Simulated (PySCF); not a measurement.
**What a change does: excited-state calculation on C2H9NOSi**

System: C2H9NOSi.
Method of run 1: TDDFT PBE0/def2-SVPD, vertical, gas phase, core orbitals frozen in the response (PySCF 2.14.0).

The geometry comes from this level: PBE0-D3(BJ)/def2-SVP. Text and figures count atoms from 1; the logs count them from 0 in places.

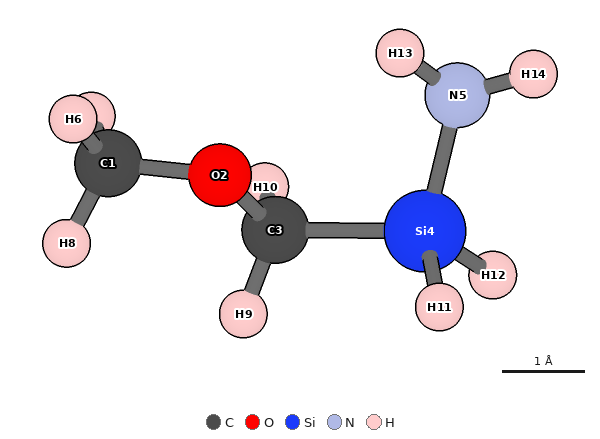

Fig. 1: The structure as given in the input (ball-and-stick view, seen at a tilt; atoms are numbered from 1 in the order of the input). Bond lengths as drawn: C–H 1.10 to 1.11 Å, C–O 1.39 to 1.41 Å, C–Si 1.89 Å, H–N 1.01 to 1.02 Å, H–Si 1.50 Å and N–Si 1.73 Å.

Input file, run 1:
```
{"job": {"kind": "uv", "xc": "PBE0", "basis": "def2-SVPD", "ip": true}, "charge": 0, "multiplicity": 1}
C     -2.227044     0.477035     0.126262
O     -0.859238     0.385990     0.376602
C     -0.248676    -0.738328    -0.206508
Si     1.596025    -0.615993     0.196777
N      2.069466     0.947834    -0.377677
H     -2.603250     1.388588     0.612644
H     -2.444540     0.540263    -0.958765
H     -2.779560    -0.393373     0.532962
H     -0.687167    -1.684658     0.175219
H     -0.392001    -0.743912    -1.307888
H      1.776904    -0.863893     1.667165
H      2.361323    -1.676885    -0.529451
H      1.408904     1.690349    -0.164874
H      3.021061     1.273151    -0.247729
```

The first line tells a small driver script what to run in PySCF; the rest is the geometry in Å.

Launched with:
```bash
OMP_NUM_THREADS=1 python <driver script> task.json out
```

Hardware: 1 CPU thread, shared host.

Output (run 1):
```
coarse grid: 11528 points
cycle   1  E = -500.3661722615  dE =  2.710e-01  |g| = 5.800e-01  |ddm| = 4.328e+00
cycle   2  E = -500.2777224490  dE =  8.845e-02  |g| = 8.774e-01  |ddm| = 1.899e+00
cycle   3  E = -500.4363855035  dE = -1.587e-01  |g| = 6.215e-02  |ddm| = 1.063e+00
cycle   4  E = -500.4369747206  dE = -5.892e-04  |g| = 3.029e-02  |ddm| = 8.170e-02
cycle   5  E = -500.4371523373  dE = -1.776e-04  |g| = 8.294e-03  |ddm| = 5.345e-02
cycle   6  E = -500.4371664906  dE = -1.415e-05  |g| = 1.741e-03  |ddm| = 9.940e-03
cycle   7  E = -500.4371672341  dE = -7.435e-07  |g| = 3.730e-04  |ddm| = 2.713e-03
final grid: 104896 points
cycle   8  E = -500.5032384964  dE = -1.989e-05  |g| = 1.043e-02  |ddm| = 6.713e-02
cycle   9  E = -500.5032176134  dE =  2.088e-05  |g| = 1.484e-02  |ddm| = 2.511e-02
cycle  10  E = -500.5032604823  dE = -4.287e-05  |g| = 1.122e-03  |ddm| = 1.451e-02
cycle  11  E = -500.5032607905  dE = -3.082e-07  |g| = 1.377e-04  |ddm| = 1.203e-03
cycle  12  E = -500.5032607940  dE = -3.544e-09  |g| = 7.272e-05  |ddm| = 3.228e-04
cycle  13  E = -500.5032607951  dE = -1.119e-09  |g| = 2.113e-05  |ddm| = 1.212e-04
cycle  14  E = -500.5032607952  dE = -9.777e-11  |g| = 3.868e-06  |ddm| = 3.378e-05
converged SCF energy = -500.5032607952

Static polarisability (au): isotropic 67.335, principal 60.365 64.684 76.956

Singlet excitations
state   eV       nm        f      main configurations
  1   6.3789    194.4   0.01993   H->L 0.97
  2   6.9826    177.6   0.01614   H-1->L 0.51, H-1->L+1 0.20, H->L+1 0.20
  3   7.0110    176.8   0.00665   H->L+1 0.65, H-1->L 0.16
  4   7.2343    171.4   0.02456   H-1->L+1 0.72, H-1->L 0.27
  5   7.4952    165.4   0.02556   H->L+2 0.72, H->L+3 0.23
  6   7.7435    160.1   0.00907   H->L+3 0.56, H->L+2 0.16, H->L+1 0.10
  7   7.8177    158.6   0.01901   H-2->L 0.81
  8   7.8482    158.0   0.00309   H-1->L+2 0.82, H-1->L+3 0.10
  9   8.0149    154.7   0.01116   H->L+4 0.65, H-1->L+3 0.15
 10   8.0363    154.3   0.00419   H-1->L+3 0.48, H->L+4 0.22, H-1->L+4 0.15

Triplet excitations (Tamm-Dancoff, eV): 5.9995 6.7513 6.8042 7.0762
Vertical ionisation energy (delta-SCF) = 9.3080 eV
```

The input of run 2 differs as follows (lines with − go, lines with + come):
```diff
-"basis": "def2-SVPD"
-"ip": true
+"basis": "6-31G*"
```

What does this change do to the results?

The total energy of run 2 is 123.0 kcal/mol lower, which measures the change of basis and not a stability. The HOMO goes from −7.28 to −6.94 eV. The LUMO goes from 0.52 to 1.20 eV. The dipole moment goes from 0.81 to 0.85 D. The lowest excitation goes from 6.38 to 6.63 eV. The strongest computed line goes from 7.50 to 8.93 eV. Diffuse functions give room to the loosely bound empty orbitals, which lowers the LUMO. The SCF takes 12 iterations against 14. The basis functions go from 179 to 92.

Output (run 2):
```
coarse grid: 11528 points
cycle   1  E = -500.6725989681  dE =  3.203e-01  |g| = 6.117e-01  |ddm| = 3.154e+00
cycle   2  E = -500.5936384551  dE =  7.896e-02  |g| = 8.732e-01  |ddm| = 1.374e+00
cycle   3  E = -500.7508528164  dE = -1.572e-01  |g| = 5.966e-02  |ddm| = 8.706e-01
cycle   4  E = -500.7514183319  dE = -5.655e-04  |g| = 2.801e-02  |ddm| = 5.634e-02
cycle   5  E = -500.7515819267  dE = -1.636e-04  |g| = 6.927e-03  |ddm| = 2.590e-02
cycle   6  E = -500.7515914896  dE = -9.563e-06  |g| = 1.897e-03  |ddm| = 6.692e-03
final grid: 104896 points
cycle   7  E = -500.6993185538  dE = -9.574e-06  |g| = 1.108e-02  |ddm| = 1.673e-02
cycle   8  E = -500.6992941158  dE =  2.444e-05  |g| = 1.581e-02  |ddm| = 1.932e-02
cycle   9  E = -500.6993437534  dE = -4.964e-05  |g| = 7.935e-04  |ddm| = 1.153e-02
cycle  10  E = -500.6993439059  dE = -1.525e-07  |g| = 1.260e-04  |ddm| = 8.973e-04
cycle  11  E = -500.6993439089  dE = -2.941e-09  |g| = 6.196e-05  |ddm| = 1.796e-04
cycle  12  E = -500.6993439097  dE = -7.822e-10  |g| = 1.813e-05  |ddm| = 5.636e-05
converged SCF energy = -500.6993439097

Static polarisability (au): isotropic 53.771, principal 46.883 51.962 62.468

Singlet excitations
state   eV       nm        f      main configurations
  1   6.6314    187.0   0.02672   H->L 0.98
  2   7.3277    169.2   0.00044   H-1->L 0.93
  3   7.6031    163.1   0.00731   H->L+1 0.96
  4   7.9471    156.0   0.01612   H-1->L+1 0.92
  5   8.1316    152.5   0.04013   H-2->L 0.93
  6   8.8098    140.7   0.01489   H->L+3 0.40, H->L+2 0.26, H-3->L 0.13
  7   8.8602    139.9   0.03023   H->L+2 0.38, H->L+3 0.21, H-2->L+1 0.18
  8   8.9278    138.9   0.05362   H-2->L+1 0.63, H->L+2 0.26
  9   9.0631    136.8   0.00800   H-1->L+2 0.86
 10   9.1306    135.8   0.03617   H-3->L 0.72, H->L+3 0.13

Triplet excitations (Tamm-Dancoff, eV): 6.1344 7.0559 7.3941 7.6289
```

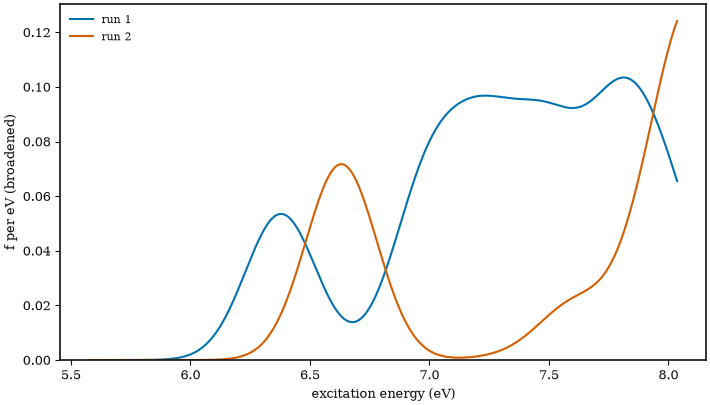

Fig. 2: Absorption of the two runs from their computed states, each broadened by a Gaussian of 0.35 eV full width; the range ends where the shorter list of states ends.

The two runs side by side:

| quantity | run 1 | run 2 |
| --- | --- | --- |
| outcome | converged | converged |
| total energy (hartree) | −500.503261 | −500.699344 |
| HOMO (eV) | −7.28 | −6.94 |
| LUMO (eV) | 0.52 | 1.20 |
| dipole moment (D) | 0.81 | 0.85 |
| lowest excitation (eV) | 6.38 | 6.63 |
| SCF iterations | 14 | 12 |
| strongest computed line (eV) | 7.50 | 8.93 |
| basis functions | 179 | 92 |
| wall time (shared host) | 69 s | 8.9 s |
